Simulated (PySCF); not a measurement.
C4H6O2, SMILES C(C)(CC=O)=O, GFN2-xTB optimised geometry. Atoms within 1.6 Å of the plane z = 0.0 Å (x, y, z in Å): C1 (-0.61, -1.23, -0.03), C2 (0.25, -0.01, 0.00), O3 (1.45, -0.01, 0.00), C4 (-0.55, 1.30, 0.00), C5 (-0.95, 1.55, -1.43), H7 (-0.01, -2.11, -0.25), H8 (-1.39, -1.11, -0.78), H9 (-1.09, -1.36, 0.94), H10 (-1.45, 1.17, 0.61), H11 (0.07, 2.11, 0.37).

Method: B3LYP/def2-TZVP (PySCF). Cells within 0.4 Å of a nucleus heavier than hydrogen are left out (blank, or x).

Map of the electron localisation function on the plane z = 0.0 Å:

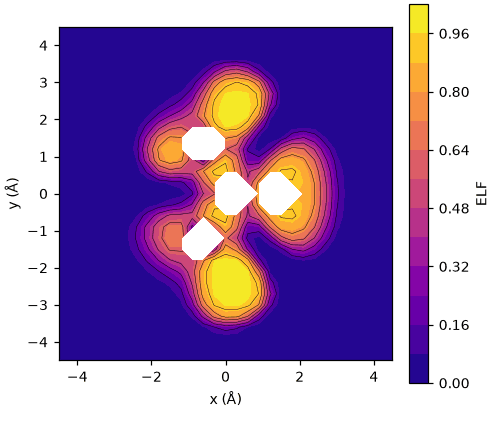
Figure. Electron localisation function on the plane z = 0.0 Å.
